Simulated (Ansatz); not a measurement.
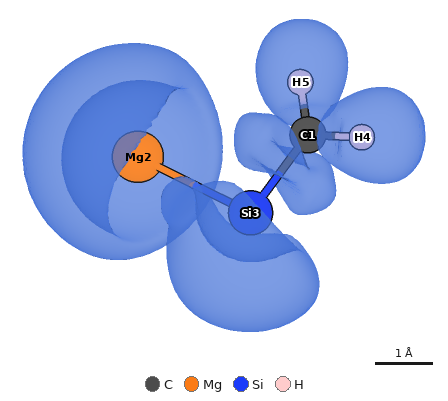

The picture shows: CH₂MgSi. Isosurface of the electron localisation function at 0.75 (blue), seen at a tilt. Core shells and regions of very low density are left out.

Geometry: PBE0-D4/def2-TZVP.

Computed with isolated molecule in a Gaussian basis; Kohn-Sham density functional theory, functional PBE0 (Ansatz 0.2.0).

```csv
atom,x (Å),y (Å),z (Å)
C,0.3626,0.5428,0.3042
Mg,-1.2986,-1.5924,-1.6916
Si,1.0077,-0.2964,-1.0645
H,1.0468,1.2033,0.8446
H,-0.6286,0.5378,0.7448
```

### Where are the electrons localised?

At this value the surface marks out one region between bonded C–Si atoms (shared pairs), two regions around hydrogen nuclei, one lobe on Si, pointing away from the bonds (lone pairs) and one region wrapped around Mg (its valence shell). Along the contacts the grid gives the following. C–Si (1.73 Å): the ELF peaks at about 0.90 between the atoms, as expected for localised, covalent bonding. Mg–Si (2.72 Å): the ELF peaks at about 0.80 in the valence shell of Si, 1.3 Å from its nucleus, and is about 0.75 at the midpoint.
